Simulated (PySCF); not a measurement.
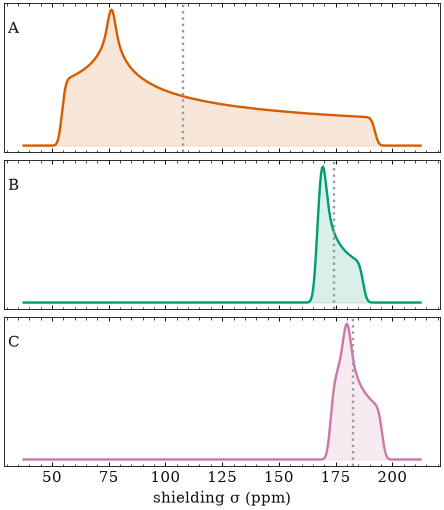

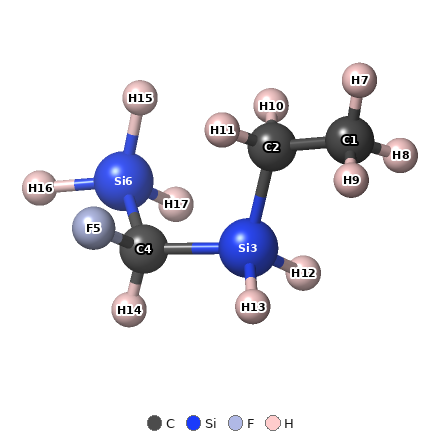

Static powder patterns (¹³C) from GIAO shielding tensors of C₃H₁₁FSi₂, SMILES CC[SiH2][C@@H](F)[SiH3], PBE0/pcSseg-1, PySCF 2.14.0, at a PBE0-D3(BJ)/def2-SVP geometry (no frequency check); absolute shielding, one fixed geometry of the isolated molecule without any motion, no dipolar terms. The dotted line is the isotropic value; skew is 3(σiso − σ22)/span.

The patterns belong to C4, C1 and C2, from the top. Give the principal values, span and skew.

C4: σ11, σ22, σ33 = 54, 76, 192 ppm, isotropic 108, span 138 ppm, skew 0.68; C1: σ11, σ22, σ33 = 167, 169, 187 ppm, isotropic 174, span 20 ppm, skew 0.73; C2: σ11, σ22, σ33 = 173, 180, 195 ppm, isotropic 183, span 23 ppm, skew 0.36.

Known limits of this run: one conformer of a flexible molecule.
